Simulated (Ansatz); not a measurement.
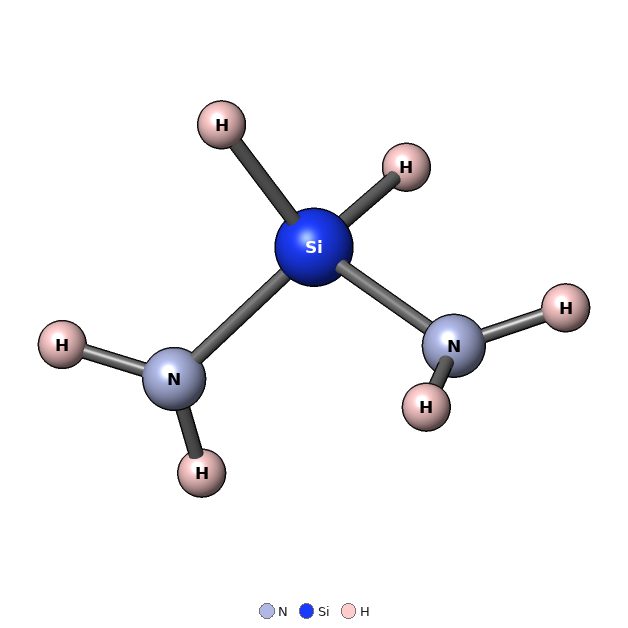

Sticks follow a distance rule. Harmonic vibrations computed with RKS PBE0-D4/def2-TZVP (Ansatz 0.2.0) at a stationary point of the same level.

### Is this a minimum or a saddle point?

A minimum: no imaginary frequency, and the lowest mode lies at 206 cm⁻¹.

### List the wavenumbers.

21 modes: 206, 252, 334, 348, 422, 599, 682, 814, 821, 889, 900, 981, 988, 1574, 1577, 2175, 2191, 3613, 3614, 3712, 3713 cm⁻¹.
